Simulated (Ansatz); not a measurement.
CuAu (CuAu type, space group P4/mmm)

```yaml
crystal:
  lattice:
    - [2.88152, 0.00000, 0.00000]
    - [0.00000, 2.88152, 0.00000]
    - [0.00000, 0.00000, 3.61476]
  atoms:
    - { symbol: Cu, position: [0.50000, 0.50000, 0.50000] }
    - { symbol: Au, position: [0.00000, 0.00000, 0.00000] }
```

E(V) scan at fixed shape, V₀ the volume above. Symmetry pins the atoms to their sites.

All values below come from PBE (plane waves to 420 eV, PAW, scalar-relativistic; Ansatz, a program for electronic structure). k mesh 16×16×13 (Γ-centred), Fermi-Dirac smearing 0.05 eV. Energies are smeared free energies. With the shape held, the modulus is that of even scaling; a crystal free to change shape is softer. CuAu is run without spin polarisation. CuAu was relaxed with its symmetry unable to fall. Spin-orbit coupling is left out, though Au is heavy. ΔE is measured from the relaxed starting cell.

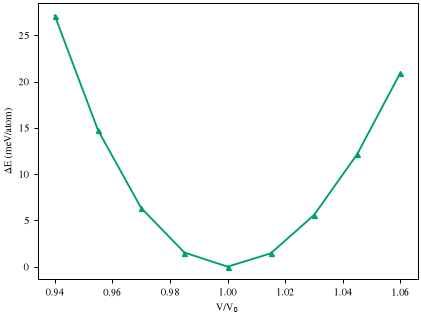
Figure: ΔE (meV/atom) against V/V₀; markers are the computed points, lines only join them.

What is ΔE at V/V₀ = 0.940?

About 27 meV/atom.

What is ΔE at V/V₀ = 1.060?

About 21 meV/atom.

What bulk modulus at fixed cell shape B₀ follows from a third-order Birch-Murnaghan fit?

About 140 GPa.

(Under strain, the slope of the energy per volume gives the stress and its curvature an elastic modulus.)
